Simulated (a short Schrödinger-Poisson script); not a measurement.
System: symmetric double-gate stack, Si3N4 on p-type Si(110), at 300 K.

```tsv
layer	material	thickness (nm)	Na (cm⁻³)
1	Si3N4	6.6	-
2	Si	5	3e17
3	Si3N4	6.6	-
```

The device is made up for the run: typed textbook-type constants, with dimensions and the other settings drawn at random. Si3N4: permittivity 7.5, conduction-band edge (eV) 1.95, gap (eV) 5.1, electron mass (mₑ) 0.5. Si: permittivity 11.7, conduction-band edge (eV) 0, gap (eV) 1.124, Nv at 300 K (cm⁻³) 3.1e19.

Channel valleys (confinement mass, in-plane density-of-states mass, number): Δ4 0.315, 0.324, 4; Δ2 0.19, 0.417, 2. At the gates, both at one voltage, the conduction-band edge of layer 1 lies 2.55 eV − eVg above the Fermi level of the channel. Gaps are held at their typed values at every temperature. Mesh 0.03 nm at interfaces.

Solved with a short Schrödinger-Poisson script written for these runs: 1D Poisson equation in equilibrium, electrons quantum, Hartree (BenDaniel-Duke, 12 states a valley, the channel's in-plane mass for all, wave functions ending at the dielectric), parabolic valleys, classical holes, full ionisation, no traps, pinning or gate leakage.

Only gate voltages with over 1e8 electrons/cm² are shown.

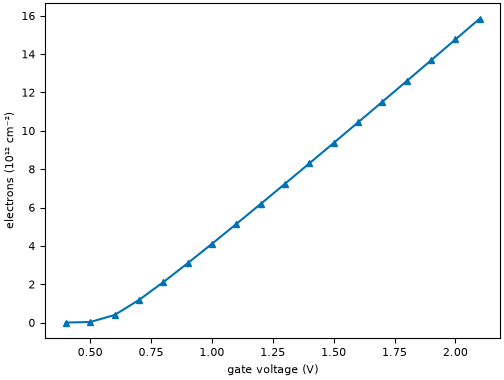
Figure. Sheet density against gate voltage

```
Vg (V)  electrons (cm⁻²)  C (μF/cm²)  Δ4 E0 (meV)  Δ4 E1 (meV)  Δ2 E0 (meV)  Δ2 E1 (meV)
------  ----------------  ----------  -----------  -----------  -----------  -----------
0.4               6.89e8     0.00435        261.0        404.0        292.4        529.6
0.5              2.98e10       0.170        163.7        306.6        195.1        432.2
0.6              3.93e11        1.02         96.7        238.7        128.1        364.4
0.7              1.18e12        1.41         67.8        208.0         99.3        333.6
0.8              2.10e12        1.55         52.2        190.1         83.6        315.8
0.9              3.09e12        1.61         41.6        177.2         73.0        302.9
1                4.11e12        1.64         33.5        166.8         65.0        292.5
1.1              5.14e12        1.67         27.0        157.9         58.6        283.7
1.2              6.18e12        1.68         21.5        150.1         53.2        275.9
1.3              7.24e12        1.69         16.7        143.0         48.5        268.9
1.4              8.30e12        1.71         12.4        136.4         44.3        262.4
1.5              9.37e12        1.71          8.6        130.3         40.5        256.4
1.6              1.04e13        1.72          5.0        124.6         37.1        250.7
1.7              1.15e13        1.73          1.8        119.1         34.0        245.4
1.8              1.26e13        1.73         -1.3        113.9         31.1        240.3
1.9              1.37e13        1.74         -4.2        108.9         28.4        235.4
2                1.48e13        1.74         -6.9        104.1         25.9        230.8
2.1              1.58e13        1.75         -9.5         99.5         23.5        226.3
```

Subbands count from the Fermi level. The capacitance is that of both gates.
